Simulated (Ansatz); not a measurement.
**BH (SMILES [BH]): HF/3-21G**

Aim: the electronic atomisation energy of BH at HF/3-21G, from 3 runs. 

The calculation is run with Ansatz 0.2.0.

36 further runs of the same task are left out: 36 set aside as unsound or not needed.

## Step 1: The molecule

The species is BH (2 atoms), meant as a singlet with charge 0. As SMILES, `[BH]`. The bond length is the measured one.

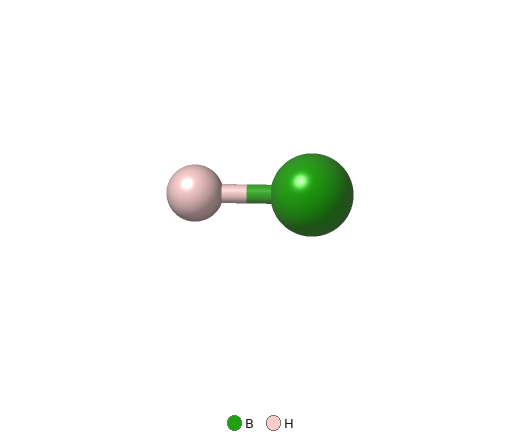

Viewed from a chosen angle; boron green, hydrogen pink.

## Step 2: The energy at HF/3-21G

Contents of job.yaml:

```yaml
crystal:
  periodic: [false, false, false]
  atoms:
    - symbol: B
      position_ang: [0.000000, 0.000000, 0.000000]
    - symbol: H
      position_ang: [0.000000, 0.000000, 1.232400]
basis:
  gaussian:
    orbitals: 3-21G.json
hamiltonian:
  xc: hf
accuracy: high
output:
  orbitals: {seedname: orbitals}
```

The basis set 3-21G is read from a file made from the Basis Set Exchange's data (not shown).

Run with:

```bash
$ ansatz run job.yaml --threads 1 --pin off --max-ram 3480MiB --events-out events.jsonl --progress --plain --runs-dir runs
```

What it wrote:

```text
Warning: RAYON_NUM_THREADS=1 ignored (pool sized by the plan → 1); use --threads N
Functional definition: HF
  name "HF"
  exchange = exact_x
  correlation = 0
210 factors; integrals over basis functions are off by at most 2.8e-9 eV
mean field evaluation 1: about -679.4178 eV, gradient 6.4e0 eV
mean field evaluation 2: about -679.4145 eV, gradient 6.4e0 eV
mean field evaluation 4: about -679.6529 eV, gradient 3.2e-1 eV
mean field evaluation 8: about -679.6533 eV, gradient 5.7e-5 eV
mean field -679.65328960 eV, -24.9767977071 hartree, gradient 1.0e-8 eV, S^2 0.000000; 0 other end points of the search recorded, 0 dependent functions left out
reference -679.65328960 eV, -24.9767977071 hartree; 3, 3 occupied and 8, 8 virtual orbitals, 210 factors
Total energy: -679.65328960 eV, -24.9767977071 hartree
```

Wall time 0.04 s (1 thread of Arm Neoverse V2, shared host).

## Step 3: The B atom, same level

Contents of job.yaml:

```yaml
crystal:
  periodic: [false, false, false]
  atoms:
    - {symbol: B, position_ang: [0.000000, 0.000000, 0.000000]}
basis:
  gaussian: {orbitals: 3-21G.json}
magnetization: {spin_polarized: true, initial_magnetization: 1}
hamiltonian: {xc: hf}
accuracy: high
```

The basis set 3-21G is read from a file made from the Basis Set Exchange's data (not shown).

Run the same way, it converges to -24.38976 Eh (log not shown).

## Step 4: The H atom, same level

Contents of input.yaml:

```yaml
basis:
  gaussian:
    orbitals: 3-21G.json
crystal:
  periodic: [false, false, false]
  atoms:
    - {symbol: H, position_ang: [0.000000, 0.000000, 0.000000]}
magnetization:
  spin_polarized: true
  initial_magnetization: 1
hamiltonian:
  xc: hf
accuracy: high
```

The basis set 3-21G is read from a file made from the Basis Set Exchange's data (not shown).

Run with:

```bash
$ ansatz run input.yaml --threads 1 --pin off --max-ram 3480MiB --events-out events.jsonl --progress --plain --runs-dir runs
```

What it wrote:

```text
Warning: RAYON_NUM_THREADS=1 ignored (pool sized by the plan → 1); use --threads N
[... 4 set-up lines as earlier in the session ...]
3 factors; integrals over basis functions are off by at most 1.3e-8 eV
mean field evaluation 1: about -13.4868 eV, gradient 1.3e0 eV
mean field evaluation 2: about -13.4868 eV, gradient 1.3e0 eV
mean field evaluation 4: about -13.5023 eV, gradient 2.1e-5 eV
mean field evaluation 8: about -13.5023 eV, gradient 1.0e-12 eV
mean field -13.50225274 eV, -0.4961986360 hartree, gradient 4.5e-8 eV, S^2 0.750000; 0 other end points of the search recorded, 0 dependent functions left out
reference -13.50225274 eV, -0.4961986360 hartree; 1, 0 occupied and 1, 2 virtual orbitals, 3 factors
Total energy: -13.50225274 eV, -0.4961986360 hartree
```

It took 0.02 s on 1 thread of Arm Neoverse V2, shared host.

## Step 5: Results

At HF/3-21G:

| quantity | value |
| --- | --- |
| molecule: total energy | -24.97680 Eh |
| molecule: HOMO energy | -9.24 eV |
| molecule: LUMO energy | 1.89 eV |
| molecule: HOMO–LUMO gap | 11.13 eV |
| B atom: total energy | -24.38976 Eh |
| B atom: ⟨S²⟩ | 0.750 |
| H atom: total energy | -0.49620 Eh |
| H atom: ⟨S²⟩ | 0.750 |
| electronic atomisation energy | 2.472 eV |

**Reading.** Taking the molecule apart into free atoms costs 2.47 eV (57 kcal/mol), before zero-point energy and without spin-orbit coupling. Hartree–Fock lacks the correlation of the bonding pairs, which as a rule makes this value much too low; in minimal bases other errors can mask that. The basis has no polarisation functions, which makes bonds too weak.
